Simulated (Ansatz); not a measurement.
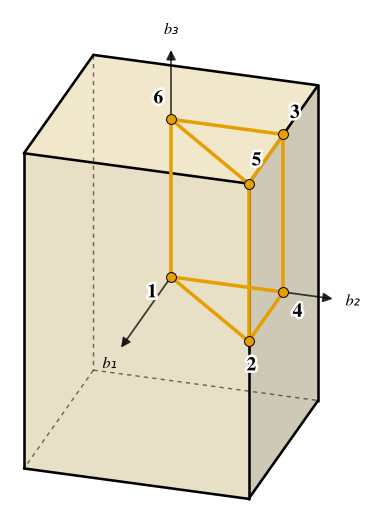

The first Brillouin zone of a primitive tetragonal lattice (tP; extended symbol tP1) is drawn with its special points numbered. Crystal: SnO₂, the end point of a relaxation with DFT PBE, scalar-relativistic, plane waves, PAW in Ansatz. The drawing is computed from the coordinates (standard cell, symmetry found to 0.002 Å).

a = 4.828 Å, b = 4.828 Å, c = 3.238 Å, α = 90.00°, β = 90.00°, γ = 90.00°.

Labels and path follow the convention of Hinuma et al. (2017), as computed by seekpath; the arrows show the directions of the reciprocal primitive vectors b₁, b₂, b₃, in which coordinates are given.

### Which special point is each number?

```csv
no.,label,coordinates
1,Γ,"(0, 0, 0)"
2,M,"(1/2, 1/2, 0)"
3,R,"(0, 1/2, 1/2)"
4,X,"(0, 1/2, 0)"
5,A,"(1/2, 1/2, 1/2)"
6,Z,"(0, 0, 1/2)"
```
